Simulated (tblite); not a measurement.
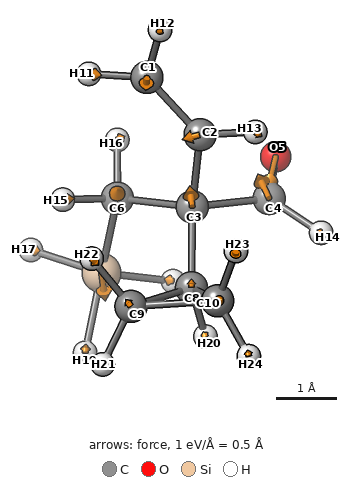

Starting geometry of C8H14OSi with the computed forces as orange arrows. A ball-and-stick model, seen from a free direction.

All numbers below come from tblite, GFN2-xTB geometry optimisation, gas phase. 

> What follows when this structure is relaxed?

It isn't relaxed: the largest force vector, on the O atom, is 1.90 eV/Å. The final displacements have little in common with the starting forces (cosine between the two patterns 0.21). After 200 geometry steps the energy has fallen by 7.68 kcal/mol. An H atom moves most after the best rigid fit: 1.99 Å. By element the largest moves are H 1.99 Å, O 1.29 Å, C 0.38 Å, Si 0.31 Å. Near-neighbour distances that change, for instance: O–Si 3.532 → 2.550 Å, C–C 1.550 → 1.502 Å, C–Si 1.872 → 1.914 Å, C–C 1.569 → 1.528 Å. Bond angles that change, for instance: C–C–C 101.6° → 109.6°, C–C–C 110.1° → 102.7°, C–Si–H 109.4° → 102.7°. Groups turn about C–Si by about 85°, C–C by about 55°.
